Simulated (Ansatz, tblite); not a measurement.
# The cluster In11As12H32+: which spin state is lowest

Is the singlet the ground state of the cluster In11As12H32+? Other spin states are computed and compared level by level.

Program: Ansatz 0.2.0, Gaussian basis. Level of theory: as each input shows. These are calculated values, not measurements.

Levels to be run: triplet, at the geometry of the singlet (GFN1-xTB, GFN2-xTB, PBE0-D4/def2-TZVP, PBE-D4/def2-TZVP); the singlet's energies come from earlier runs.

2 further runs of the same task are left out: 1 for a known fault of the program, 1 set aside as unsound or not needed. Runs told in other sessions of the task aren't counted.

### 1 The geometry

The geometry is that of the singlet, from an earlier relaxation (r2SCAN-D4/def2-SVP).

55 atoms, charge 1, spin multiplicity 1.

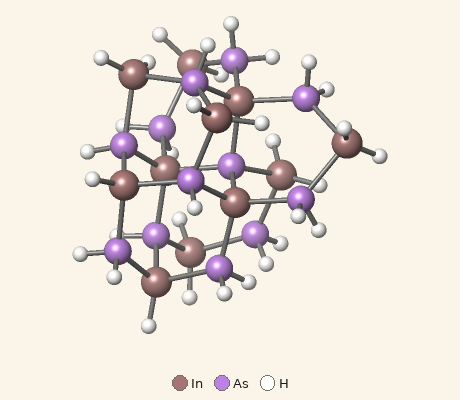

The structure; indium brown, arsenic purple, hydrogen white.

In takes a core potential in the def2 sets. No spin-orbit coupling is included. The ion is computed in the gas phase, without counter-ions or solvent.

### 2 Triplet at the fixed geometry, GFN1-xTB

Tight binding, by tblite at 300 K electronic temperature and without a spin-polarisation term:

```python
tblite.interface.Calculator('GFN1-xTB', numbers, positions, charge=1, uhf=2).singlepoint()
```

Energy -1701.1082 eV; 0.98 s.

### 3 Triplet at the fixed geometry, GFN2-xTB

Tight binding, by tblite at 300 K electronic temperature and without a spin-polarisation term:

```python
tblite.interface.Calculator('GFN2-xTB', numbers, positions, charge=1, uhf=2).singlepoint()
```

Energy -1568.2352 eV; 0.85 s.

### 4 Triplet at the fixed geometry, PBE0-D4/def2-TZVP

in.yaml reads:

```yaml
crystal:
  periodic: [false, false, false]
  atoms:
    - {symbol: In, position_ang: [-5.282653, 1.734339, -0.576545]}
    - {symbol: In, position_ang: [-2.669803, -3.773590, 3.156141]}
    - {symbol: In, position_ang: [1.045083, -4.495003, -0.665623]}
    - {symbol: In, position_ang: [-2.096398, 2.138230, -3.876516]}
    - {symbol: In, position_ang: [1.396600, -1.275985, -3.991691]}
    - {symbol: In, position_ang: [-1.672564, -1.043215, -0.889957]}
    - {symbol: In, position_ang: [-1.518725, 1.721196, 2.708373]}
    - {symbol: In, position_ang: [1.417681, -1.260004, 1.923797]}
    - {symbol: In, position_ang: [1.412087, 1.769080, -0.806566]}
    - {symbol: In, position_ang: [4.683262, -0.977414, -0.682561]}
    - {symbol: In, position_ang: [4.196172, 2.703148, 3.135352]}
    - {symbol: As, position_ang: [-3.175042, -2.540340, 0.744592]}
    - {symbol: As, position_ang: [-3.336688, 0.595981, -2.141689]}
    - {symbol: As, position_ang: [-3.509452, 2.786302, 1.210832]}
    - {symbol: As, position_ang: [-0.120278, -2.629589, -2.299409]}
    - {symbol: As, position_ang: [-0.143572, -2.743697, 3.515944]}
    - {symbol: As, position_ang: [2.854448, -2.717779, 0.313012]}
    - {symbol: As, position_ang: [-0.386873, 0.457624, -5.101815]}
    - {symbol: As, position_ang: [-0.209793, 3.300363, -2.314159]}
    - {symbol: As, position_ang: [2.850552, 0.210082, -2.342541]}
    - {symbol: As, position_ang: [-0.206595, 0.424303, 0.723132]}
    - {symbol: As, position_ang: [2.940702, 0.289836, 3.510907]}
    - {symbol: As, position_ang: [2.987042, 3.288282, 0.711142]}
    - {symbol: H, position_ang: [-5.917843, 3.041668, -1.489458]}
    - {symbol: H, position_ang: [-6.012659, 0.406095, 0.236174]}
    - {symbol: H, position_ang: [-3.635856, -2.899188, 4.267933]}
    - {symbol: H, position_ang: [-2.414338, -5.417173, 2.755516]}
    - {symbol: H, position_ang: [1.809219, -5.675829, -1.644047]}
    - {symbol: H, position_ang: [-0.110429, -4.638427, 0.621284]}
    - {symbol: H, position_ang: [-2.908169, 3.247234, -4.904028]}
    - {symbol: H, position_ang: [2.235276, -2.103750, -5.241958]}
    - {symbol: H, position_ang: [-2.218969, 0.432212, 3.621718]}
    - {symbol: H, position_ang: [-0.464512, 2.986547, 3.224300]}
    - {symbol: H, position_ang: [5.863033, -1.779673, -1.635355]}
    - {symbol: H, position_ang: [4.847582, 0.219259, 0.568404]}
    - {symbol: H, position_ang: [5.806422, 2.320958, 2.708041]}
    - {symbol: H, position_ang: [3.404419, 3.774726, 4.212136]}
    - {symbol: H, position_ang: [-3.824838, -3.547191, -0.177556]}
    - {symbol: H, position_ang: [-4.395173, -1.664295, 0.925793]}
    - {symbol: H, position_ang: [-4.060816, -0.328800, -3.101249]}
    - {symbol: H, position_ang: [-4.364803, 3.570212, 2.182071]}
    - {symbol: H, position_ang: [-2.903019, 3.999850, 0.538795]}
    - {symbol: H, position_ang: [-1.104930, -3.340259, -3.206080]}
    - {symbol: H, position_ang: [0.766021, -3.873066, 3.944833]}
    - {symbol: H, position_ang: [-0.131425, -2.000076, 4.832762]}
    - {symbol: H, position_ang: [3.622067, -3.502526, 1.360039]}
    - {symbol: H, position_ang: [-1.263315, -0.371750, -6.012316]}
    - {symbol: H, position_ang: [0.306887, 1.236800, -6.196633]}
    - {symbol: H, position_ang: [0.605368, 4.257831, -3.152002]}
    - {symbol: H, position_ang: [-0.857297, 4.331328, -1.419028]}
    - {symbol: H, position_ang: [3.571575, 1.199518, -3.234783]}
    - {symbol: H, position_ang: [2.121670, 0.421795, 4.777434]}
    - {symbol: H, position_ang: [3.973096, -0.662634, 4.074753]}
    - {symbol: H, position_ang: [2.189113, 4.564826, 0.858364]}
    - {symbol: H, position_ang: [4.011461, 3.831640, -0.260000]}
basis:
  gaussian: {orbitals: def2-TZVP, fitting: {mean_field: def2-universal-jkfit}}
total_charge: 1
magnetization: {spin_polarized: true, initial_magnetization: 2}
hamiltonian: {xc: pbe0, dispersion: d4}
scf: {omitted_lower_state_checks: [starts]}
output: {orbitals: {seedname: orbitals}}
```

Run with:

```sh
$ ansatz run in.yaml --threads 11 --pin off --events-out ev --progress --plain --max-ram 174080MiB --backend cuda --devices 0, --max-vram 75GiB
```

Output:

```text
Functional definition: PBE0
  name "PBE0"
  cite "Adamo & Barone, J. Chem. Phys. 110, 6158 (1999) doi:10.1063/1.478522"
  cite "Perdew, Burke & Ernzerhof, Phys. Rev. Lett. 77, 3865 (1996) doi:10.1103/PhysRevLett.77.3865"
  parent pbe
  parameter a = 0.25
  parameter kappa = 0.804
  parameter beta = 0.06672455060314922
  exchange = (1 - a)*pbe_x(kappa = kappa, mu = beta*pi^2/3) + a*exact_x
  correlation = pbe_c(beta = beta)
these checks for a lower state are left out or cut short: starts
6166 factors; integrals over basis functions are off by at most 6.3e-1 eV
mean field evaluation 1: about -787438.6313 eV, gradient 3.9e1 eV
mean field evaluation 2: about -787423.6271 eV, gradient 6.2e1 eV
mean field evaluation 4: about -787445.2329 eV, gradient 1.2e1 eV
mean field evaluation 8: about -787446.2920 eV, gradient 1.3e0 eV
mean field evaluation 16: about -787446.4504 eV, gradient 6.1e-2 eV
mean field evaluation 32: about -787446.4685 eV, gradient 2.1e-5 eV
mean field -787446.46847198 eV, -28938.1239659586 hartree, gradient 4.0e-6 eV, S^2 2.008201; 0 other end points of the search recorded, 0 dependent functions left out
reference -787446.46861319 eV, -28938.1239711477 hartree; 330, 328 occupied and 988, 990 virtual orbitals, 6166 factors
Total energy: -787450.26908027 eV, -28938.2636357372 hartree
Checks for a lower state left out: starts
```

It took 1.8 min on 1 × H100 with 11 threads of AMD EPYC 7R13, shared host; peak host memory 2.5 GiB.

Report: HOMO -5.33 eV, LUMO -8.10 eV (over both spins; with the spin held, an empty level of the minority spin lies below the top filled one); ⟨S²⟩ 2.008 (pure: 2.00).

### 5 Triplet at the fixed geometry, PBE-D4/def2-TZVP

start.molden holds the orbitals of an earlier run on this state, given as this run's starting guess.

in.yaml, as its differences from that of step 4:

```diff
@@ -59,6 +59,6 @@
 basis:
-  gaussian: {orbitals: def2-TZVP, fitting: {mean_field: def2-universal-jkfit}}
+  gaussian: {orbitals: def2-TZVP, fitting: {mean_field: def2-universal-jkfit}, initial_orbitals: start.molden}
 total_charge: 1
 magnetization: {spin_polarized: true, initial_magnetization: 2}
-hamiltonian: {xc: pbe0, dispersion: d4}
+hamiltonian: {xc: pbe, dispersion: d4}
 scf: {omitted_lower_state_checks: [starts]}
```

Launched as before.

Output:

```text
Functional definition: PBE
  name "PBE"
  cite "Perdew, Burke & Ernzerhof, Phys. Rev. Lett. 77, 3865 (1996) doi:10.1103/PhysRevLett.77.3865"
  parent pbe
  parameter kappa = 0.804
  parameter beta = 0.06672455060314922
  exchange = pbe_x(kappa = kappa, mu = beta*pi^2/3)
  correlation = pbe_c(beta = beta)
these checks for a lower state are left out or cut short: starts
6166 factors; integrals over basis functions are off by at most 6.3e-1 eV
mean field evaluation 1: about -787423.2470 eV, gradient 2.2e1 eV
mean field evaluation 2: about -787424.3067 eV, gradient 1.4e0 eV
mean field evaluation 4: about -787424.4271 eV, gradient 5.7e-1 eV
mean field evaluation 8: about -787424.5509 eV, gradient 2.2e-1 eV
mean field evaluation 16: about -787424.5565 eV, gradient 2.5e-5 eV
mean field -787424.55651132 eV, -28937.3187162569 hartree, gradient 2.9e-6 eV, S^2 2.001990; 0 other end points of the search recorded, 0 dependent functions left out
reference -787424.55670412 eV, -28937.3187233420 hartree; 330, 328 occupied and 988, 990 virtual orbitals, 6166 factors
Total energy: -787428.65231329 eV, -28937.4692342028 hartree
Checks for a lower state left out: starts
```

Wall time 30 s (1 × H100 with 11 threads of AMD EPYC 7R13, shared host); peak host memory 2.4 GiB.

Report: HOMO -5.10 eV, LUMO -8.27 eV (over both spins; with the spin held, an empty level of the minority spin lies below the top filled one); ⟨S²⟩ 2.002 (pure: 2.00).

### 6 Triplet less singlet, vertical

The singlet's energies are those of its earlier runs, whose logs aren't repeated here.

| level | triplet less singlet, vertical (kcal/mol) | time |
| --- | --- | --- |
| GFN1-xTB | +58.8 | 1.7 s |
| GFN2-xTB | +63.5 | 1.5 s |
| PBE-D4/def2-TZVP | +73.0 | 42 s |
| PBE0-D4/def2-TZVP | +90.2 | 2.1 min |

Times add the two runs; a level without a time comes out of a correlated run. Tight binding without a spin term can't rank spin states.

### 7 Outcome

```
                                                quantity                                       value
triplet less singlet, vertical, functionals in def2-TZVP  +73.0 (PBE-D4) to +90.2 kcal/mol (PBE0-D4)
```

**Reading.** All functionals put the triplet above the singlet, over a spread of 17.2 kcal/mol. The checks for a lower triplet were left out, so another state of that spin may lie lower. These are electronic energies, without zero-point motion, entropy or surroundings.
